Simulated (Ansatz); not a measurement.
# Saddle-point search of AlH5SO2 (part 1 of 2)

System: AlH5SO2.
Method: RKS SPW92 (LDA)/def2-SVP (Ansatz 0.2.0).

Figures and captions count atoms from 1; the log counts them from 0 in places.

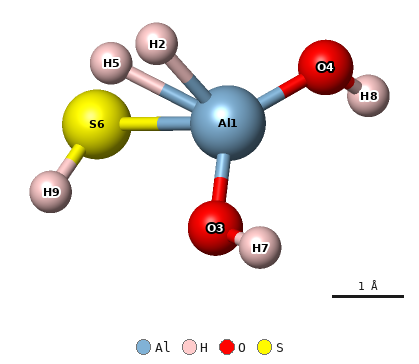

*The input geometry (ball-and-stick view, seen at a tilt; atoms are numbered from 1 in the order of the input). Sticks mark near contacts.*

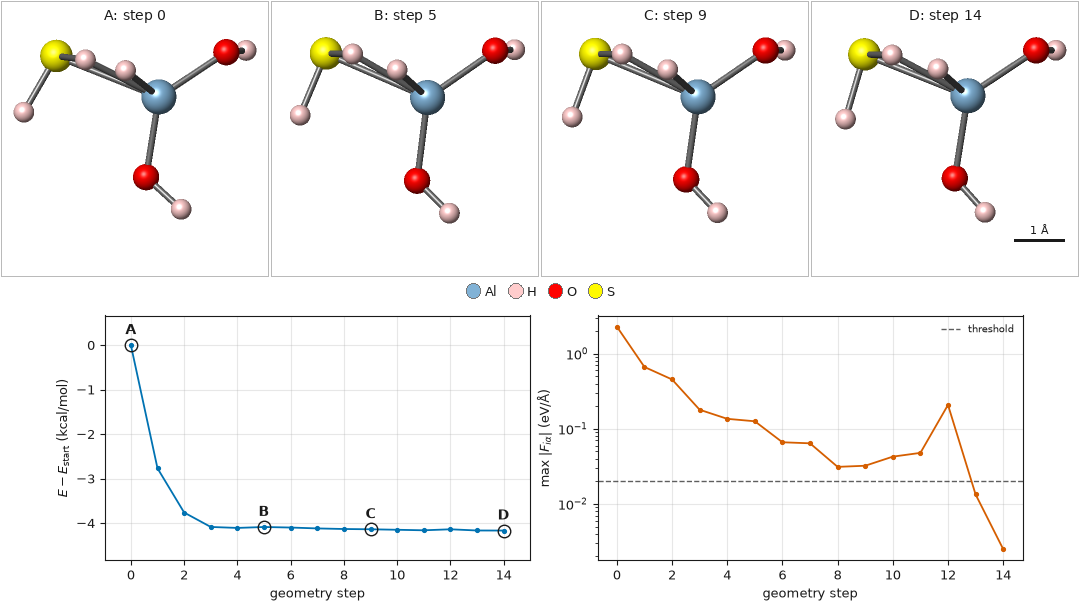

*Frames of the saddle-point search (ball-and-stick view, seen on its broad side) above the curves, on which the letters mark them (the first geometry is step 0 here and step 1 in the log).*

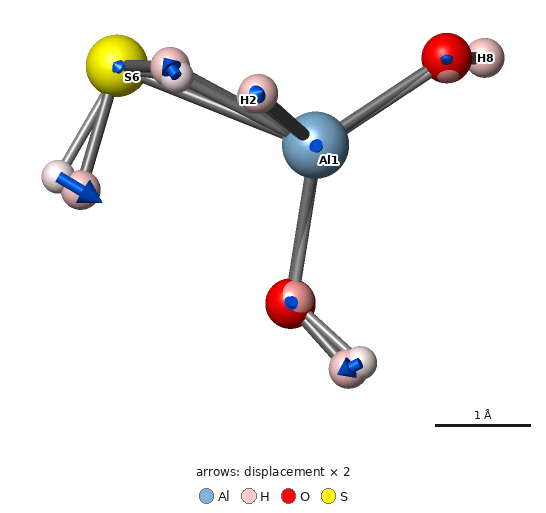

*Start (faint) and end (solid) with the displacements as blue arrows, magnified 2 times (ball-and-stick view, seen on its broad side). The two geometries are laid on each other by the best rigid fit.*

The largest move after the best rigid fit is that of H9, 0.27 Å. By element the largest moves are H 0.27 Å, S 0.06 Å, O 0.06 Å, Al 0.06 Å. Distances before and after: H5–S6 1.685 → 1.582 Å, Al1–O3 1.652 → 1.710 Å, S6–H9 1.323 → 1.370 Å, Al1–O4 1.664 → 1.701 Å. Among the angles that change: Al1–S6–H9 95.5° → 82.8°, H2–Al1–H5 34.0° → 40.3°, H5–Al1–S6 45.3° → 41.6°. After 14 geometry steps the energy has fallen by 4.17 kcal/mol. The largest force component goes from 2.3 to 0.0025 eV/Å. (Atoms are counted from 1 in the order of the input.)

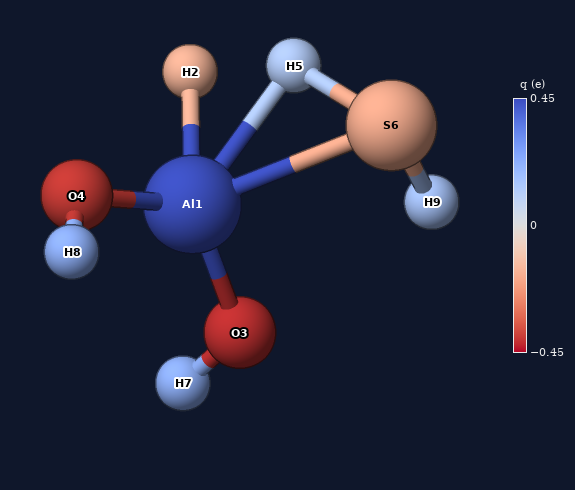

*Mulliken charges, as the colour of each atom (ball-and-stick view, seen at a tilt; atoms are numbered from 1 in the order of the input).*

By element: Al +0.43, H −0.15 to +0.21, O −0.41 to −0.39 and S −0.17 e.

The input and output of the run follow.

The input:
```yaml
crystal:
  periodic: [false, false, false]
  atoms:
    - {symbol: Al, position_ang: [-0.304046, 0.084690, 0.252262]}
    - {symbol: H, position_ang: [-0.424627, 1.329779, -0.881499]}
    - {symbol: O, position_ang: [-0.780359, -1.341960, -0.430381]}
    - {symbol: O, position_ang: [-0.635552, 0.709511, 1.758717]}
    - {symbol: H, position_ang: [0.583961, 1.086840, -1.031154]}
    - {symbol: S, position_ang: [1.915252, 0.186766, -0.523833]}
    - {symbol: H, position_ang: [-1.734215, -1.645832, -0.324681]}
    - {symbol: H, position_ang: [-0.368372, 0.222132, 2.592404]}
    - {symbol: H, position_ang: [1.741565, -0.670167, -1.516423]}
basis:
  gaussian: {orbitals: def2-SVP}
hamiltonian: {xc: lda}
saddle:
  f_tol: 0.02
  max_steps: 40
  mode_guess:
    - [0.3515, -0.2046, 0.1035]
    - [0.3395, 0.0205, -0.1023]
    - [-0.0427, 0.0627, -0.0544]
    - [-0.0281, 0.0111, -0.0653]
    - [-0.7457, 0.2398, -0.0070]
    - [0.1183, -0.1811, 0.1408]
    - [-0.0220, 0.0130, 0.0020]
    - [0.0065, 0.0432, -0.0218]
    - [0.0226, -0.0045, 0.0045]
```

Command:
```bash
ansatz run in.yaml --threads 4 --pin off --events-out ev --progress --plain --max-ram 9574MiB
```

The program's output:
```
Functional definition: SPW92
  name "SPW92"
  cite "Dirac, Proc. Camb. Phil. Soc. 26, 376 (1930) doi:10.1017/S0305004100016108"
  cite "Slater, Phys. Rev. 81, 385 (1951) doi:10.1103/PhysRev.81.385"
  cite "Perdew & Wang, Phys. Rev. B 45, 13244 (1992) doi:10.1103/PhysRevB.45.13244"
  exchange = slater_x
  correlation = pw_c
974 factors; their error is unknown
mean field evaluation 1: about -21493.3512 eV, gradient 8.2e1 eV
mean field evaluation 2: about -21421.8133 eV, gradient 1.9e2 eV
mean field evaluation 4: about -21504.7849 eV, gradient 1.4e1 eV
mean field evaluation 8: about -21505.2767 eV, gradient 1.3e-1 eV
mean field evaluation 16: about -21505.2306 eV, gradient 1.1e-4 eV
mean field -21505.23064259 eV, -790.3026493465 hartree, gradient 2.6e-5 eV, S^2 0.000000; 0 other end points of the search recorded, 0 dependent functions left out
the calculation of the forces begins
reference -21505.23067891 eV, -790.3026506810 hartree; 25, 25 occupied and 64, 64 virtual orbitals, 974 factors
these checks for a lower state are left out or cut short: stability, starts, cluster_reference, orbital_swaps, neighbouring_geometries, increment
974 factors; their error is unknown
mean field -21505.23402950 eV, -790.3027738129 hartree, gradient 3.0e-6 eV, S^2 0.000000; 0 other end points of the search recorded, 0 dependent functions left out
[... from here on the field's lines of each further geometry are left out, up to the last ...]
saddle step   1: F+E_penalty+E_count = -21505.23064259 eV  max|allowed force component| = 2.298e0 eV/Å  curvature = -2.8823 eV/Å²  mode residual = 4.96e0 eV/Å²  Δτ_max = 0.0000 Å  (1 rotations, 3 force calls, 70 SCF iters)  cluster: 3 rotations left out, max|force component along them| = 7.887e-8 eV/Å
saddle step   2: F+E_penalty+E_count = -21505.35063954 eV  max|allowed force component| = 6.669e-1 eV/Å  curvature = -4.8603 eV/Å²  mode residual = 2.18e0 eV/Å²  Δτ_max = 0.1174 Å  (1 rotations, 3 force calls, 73 SCF iters)  cluster: 3 rotations left out, max|force component along them| = 4.942e-8 eV/Å
saddle step   3: F+E_penalty+E_count = -21505.39372262 eV  max|allowed force component| = 4.550e-1 eV/Å  curvature = -4.3125 eV/Å²  mode residual = 2.30e0 eV/Å²  Δτ_max = 0.0437 Å  (1 rotations, 3 force calls, 74 SCF iters)  cluster: 3 rotations left out, max|force component along them| = 5.310e-8 eV/Å
saddle step   4: F+E_penalty+E_count = -21505.40779698 eV  max|allowed force component| = 1.798e-1 eV/Å  curvature = -3.7304 eV/Å²  mode residual = 1.59e0 eV/Å²  Δτ_max = 0.0441 Å  (1 rotations, 3 force calls, 71 SCF iters)  cluster: 3 rotations left out, max|force component along them| = 6.698e-8 eV/Å
saddle step   5: F+E_penalty+E_count = -21505.40874397 eV  max|allowed force component| = 1.360e-1 eV/Å  curvature = -3.5896 eV/Å²  mode residual = 1.60e0 eV/Å²  Δτ_max = 0.0198 Å  (1 rotations, 3 force calls, 72 SCF iters)  cluster: 3 rotations left out, max|force component along them| = 4.606e-8 eV/Å
saddle step   6: F+E_penalty+E_count = -21505.40783906 eV  max|allowed force component| = 1.262e-1 eV/Å  curvature = -3.4600 eV/Å²  mode residual = 1.61e0 eV/Å²  Δτ_max = 0.0264 Å  (1 rotations, 3 force calls, 72 SCF iters)  cluster: 3 rotations left out, max|force component along them| = 7.217e-8 eV/Å
saddle step   7: F+E_penalty+E_count = -21505.40836637 eV  max|allowed force component| = 6.629e-2 eV/Å  curvature = -3.2221 eV/Å²  mode residual = 1.49e0 eV/Å²  Δτ_max = 0.0227 Å  (1 rotations, 3 force calls, 75 SCF iters)  cluster: 3 rotations left out, max|force component along them| = 1.273e-8 eV/Å
saddle step   8: F+E_penalty+E_count = -21505.40922325 eV  max|allowed force component| = 6.419e-2 eV/Å  curvature = -2.9664 eV/Å²  mode residual = 1.54e0 eV/Å²  Δτ_max = 0.0284 Å  (1 rotations, 3 force calls, 74 SCF iters)  cluster: 3 rotations left out, max|force component along them| = 1.360e-8 eV/Å
saddle step   9: F+E_penalty+E_count = -21505.40979957 eV  max|allowed force component| = 3.118e-2 eV/Å  curvature = -3.0399 eV/Å²  mode residual = 9.12e-1 eV/Å²  Δτ_max = 0.0057 Å  (1 rotations, 3 force calls, 67 SCF iters)  cluster: 3 rotations left out, max|force component along them| = 6.232e-8 eV/Å
saddle step  10: F+E_penalty+E_count = -21505.41006201 eV  max|allowed force component| = 3.227e-2 eV/Å  curvature = -3.1024 eV/Å²  mode residual = 8.69e-1 eV/Å²  Δτ_max = 0.0066 Å  (1 rotations, 3 force calls, 75 SCF iters)  cluster: 3 rotations left out, max|force component along them| = 6.188e-8 eV/Å
saddle step  11: F+E_penalty+E_count = -21505.41054087 eV  max|allowed force component| = 4.266e-2 eV/Å  curvature = -3.1801 eV/Å²  mode residual = 4.89e-1 eV/Å²  Δτ_max = 0.0193 Å  (1 rotations, 3 force calls, 73 SCF iters)  cluster: 3 rotations left out, max|force component along them| = 6.321e-8 eV/Å
saddle step  12: F+E_penalty+E_count = -21505.41105897 eV  max|allowed force component| = 4.788e-2 eV/Å  curvature = -3.2455 eV/Å²  mode residual = 4.67e-1 eV/Å²  Δτ_max = 0.0310 Å  (1 rotations, 3 force calls, 73 SCF iters)  cluster: 3 rotations left out, max|force component along them| = 6.606e-8 eV/Å
saddle step  13: F+E_penalty+E_count = -21505.41007758 eV  max|allowed force component| = 2.084e-1 eV/Å  curvature = -3.3390 eV/Å²  mode residual = 5.23e-1 eV/Å²  Δτ_max = 0.0473 Å  (1 rotations, 3 force calls, 73 SCF iters)  cluster: 3 rotations left out, max|force component along them| = 6.285e-8 eV/Å
saddle step  14: F+E_penalty+E_count = -21505.41124375 eV  max|allowed force component| = 1.340e-2 eV/Å  curvature = -3.3348 eV/Å²  mode residual = 2.98e-1 eV/Å²  Δτ_max = 0.0186 Å  (1 rotations, 8 force calls, 177 SCF iters)  cluster: 3 rotations left out, max|force component along them| = 6.572e-8 eV/Å
saddle search: the force at step 15 is within saddle.f_tol, and the search now checks the order of the point unasked, as it does wherever a lone molecule whose rigid rotations it leaves out would converge (saddle.isolated_cluster): at most 100 rotations across the mode and 202 force calls, two more next to a line or behind a second negative curvature, two more where it reads a positive, two for each turn that reads one and six more at each negative that it reads, and up to 22 at one that stands (24 where saddle.amplitude is under 0.005 Å), over each length that the point is read over (saddle.order_check: false declines the check)
saddle search: the rotation starts from a random direction (saddle.seed = 0)
the calculation of the forces begins
reference -21505.41134371 eV, -790.3092899901 hartree; 25, 25 occupied and 64, 64 virtual orbitals, 974 factors
974 factors; their error is unknown
mean field -21505.41131070 eV, -790.3092887771 hartree, gradient 2.5e-5 eV, S^2 0.000000; 1 other end points of the search recorded, 0 dependent functions left out
the calculation of the forces begins
reference -21505.41134598 eV, -790.3092900736 hartree; 25, 25 occupied and 64, 64 virtual orbitals, 974 factors
saddle step  15: F+E_penalty+E_count = -21505.41131070 eV  max|allowed force component| = 2.505e-3 eV/Å  curvature = -3.3068 eV/Å² (error put at 0.0033; -3.3099 at half of saddle.amplitude)  mode residual = 2.95e-1 eV/Å²  Δτ_max = 0.0059 Å  (1 rotations, 101 force calls, 2080 SCF iters)  order check (unasked): positive, curvature across the mode = +0.1963 eV/Å²; +0.0810 less its residual, +0.0808 less it at half of saddle.amplitude; error put at 0.0002 (92 force calls)  cluster: 3 rotations left out, max|force component along them| = 6.435e-8 eV/Å
Total energy: -21505.41134598 eV, -790.3092900736 hartree
Atom 0 at    -0.305550     0.129477     0.219302 Å, force    -0.000140     0.000008     0.001390 eV/Å
Atom 1 at    -0.488090     1.404785    -0.879396 Å, force     0.000546     0.000014    -0.000066 eV/Å
Atom 2 at    -0.745969    -1.390632    -0.429468 Å, force    -0.000839     0.000976    -0.000447 eV/Å
Atom 3 at    -0.601691     0.724512     1.784634 Å, force     0.000713    -0.002505     0.000053 eV/Å
Atom 4 at     0.714643     1.121564    -1.006556 Å, force     0.000533    -0.001199    -0.000019 eV/Å
Atom 5 at     1.940618     0.227245    -0.559870 Å, force    -0.001796    -0.000100    -0.000538 eV/Å
Atom 6 at    -1.657715    -1.724647    -0.414385 Å, force     0.001003     0.000160     0.000527 eV/Å
Atom 7 at    -0.369836     0.228968     2.586593 Å, force    -0.000385     0.001553    -0.001622 eV/Å
Atom 8 at     1.507197    -0.759514    -1.405440 Å, force     0.000365     0.001093     0.000723 eV/Å
Dipole moment:    -0.047648    -0.289665    -0.022149 e Å
```
